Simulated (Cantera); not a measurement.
Feed: 1 mol TiO2, 2.6 mol CH4, 4.3 mol H2, at 10.0 mbar.

Cantera equilibrium calculation (NASA polynomials, part measured and part estimated; ideal gas, pure solids and liquids). Candidate condensed phases: C, C6H6, C7H8, C8H18, H2O, Ti, TiC, TiO, TiO2, Ti2O3, Ti3O5, Ti4O7; 113 gas species. Mutual solubility and eutectic melting of coexisting phases are not modelled. TiC, TiO: taken at fixed stoichiometry. Condensed phases not in the tables: solid solutions among these carbides, nitrides and lower oxides. The numbers say what is thermodynamically allowed, not how fast it happens.

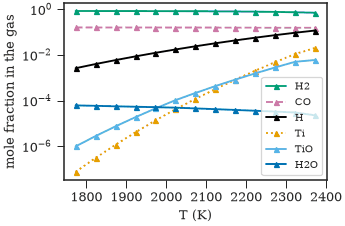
Figure. Equilibrium gas composition (values under 1e-9 drawn at 1e-9)

From 1773 K to 1973 K the condensed part is TiC(s) + TiO(s). From 2023 K to 2323 K the condensed part is TiC(s) + TiO(l). At 2373 K the condensed part is TiC(s). The main Ti-bearing gas is TiO at 1773 K and Ti at 2373 K.
